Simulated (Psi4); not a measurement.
Intermolecular potential of CH4O ··· H4O4Si (SMILES CO and O[Si](O)(O)O). Monomers: optimised at B3LYP-D3(BJ) (def2-TZVP), held rigid. Orientation: lowest of the rigid-body minima from ten starts at GFN2-xTB. R is the distance of the centres of mass, along which the second monomer moves.

Method: SAPT0/jun-cc-pVDZ, frozen core in Psi4.

Components in kcal/mol:

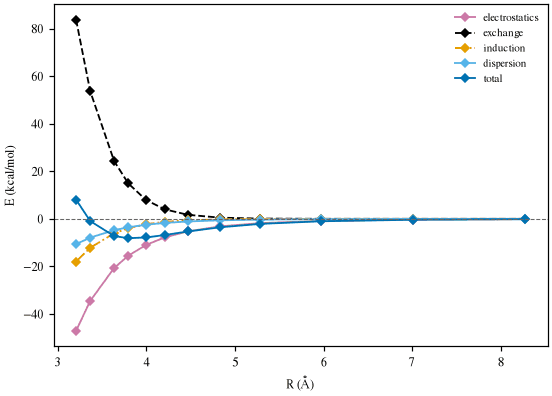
Figure: Components of the interaction energy.

| R / Å | electrostatics | exchange | induction | dispersion | total |
|---|---|---|---|---|---|
| 3.21 | -47.12 | 83.78 | -17.95 | -10.63 | 8.08 |
| 3.37 | -34.50 | 53.62 | -12.17 | -7.90 | -0.95 |
| 3.64 | -20.68 | 24.27 | -6.06 | -4.78 | -7.25 |
| 3.80 | -15.50 | 14.87 | -3.94 | -3.56 | -8.14 |
| 4.00 | -11.00 | 7.92 | -2.29 | -2.48 | -7.85 |
| 4.21 | -7.83 | 4.01 | -1.29 | -1.72 | -6.82 |
| 4.47 | -5.28 | 1.70 | -0.64 | -1.11 | -5.33 |
| 4.84 | -3.16 | 0.48 | -0.25 | -0.62 | -3.54 |
| 5.29 | -1.82 | 0.10 | -0.09 | -0.32 | -2.12 |
| 5.97 | -0.88 | 0.01 | -0.02 | -0.13 | -1.02 |
| 7.01 | -0.34 | 0.00 | 0.00 | -0.04 | -0.39 |
| 8.28 | -0.13 | 0.00 | 0.00 | -0.01 | -0.15 |
